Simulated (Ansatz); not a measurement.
```
Si Ge
1.0
     3.96778    0.00000    0.00000
    -1.98389    3.43620    0.00000
     0.00000    0.00000   19.40158
Si Ge
3 9
Direct
  0.00000 0.00000 0.00009
  0.66667 0.33333 0.33342
  0.33333 0.66667 0.66675
  0.33333 0.66667 0.16671
  0.00000 0.00000 0.50005
  0.66667 0.33333 0.83338
  0.33333 0.66667 0.04007
  0.00000 0.00000 0.37341
  0.66667 0.33333 0.70674
  0.66667 0.33333 0.20979
  0.33333 0.66667 0.54313
  0.00000 0.00000 0.87646
```

Space group R3m; started from the ordered alloy on diamond lattice prototype, which need not be the ambient phase.

Level of theory: DFT, r2SCAN, plane waves, PAW in Ansatz 0.2.0.

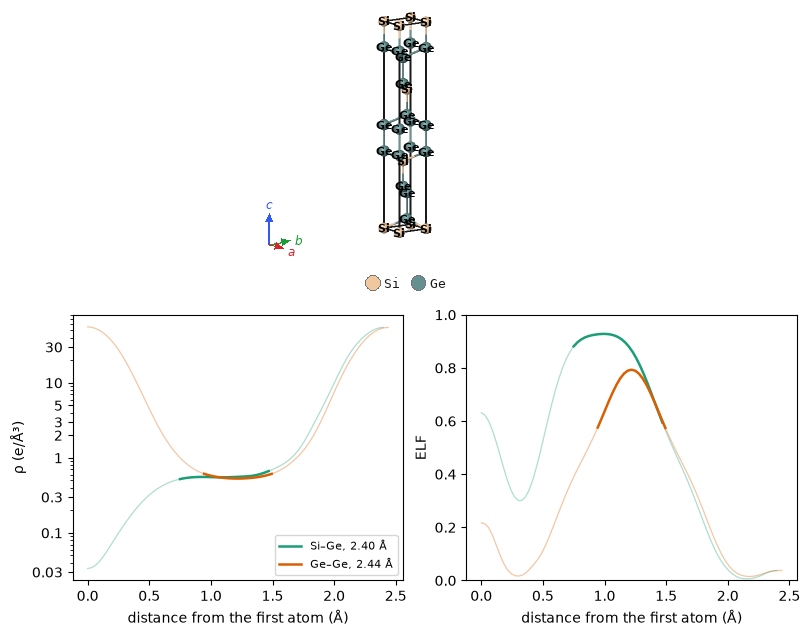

SiGe3. Valence charge density (pseudo) and electron localisation function along straight lines between neighbouring atoms. Thin, pale parts lie inside the atomic spheres. The structure is drawn too.

The density is the valence pseudo-density of a PAW calculation; it isn't the true density close to the nuclei.

**What can be read from the curves?**

Si–Ge (2.40 Å): the density is about 0.56 e/Å³ at the midpoint; the ELF peaks at about 0.95 between the atoms (a shared electron pair).
Ge–Ge (2.44 Å): the density is about 0.53 e/Å³ at the midpoint; the ELF peaks at about 0.80 between the atoms (a covalent bond).
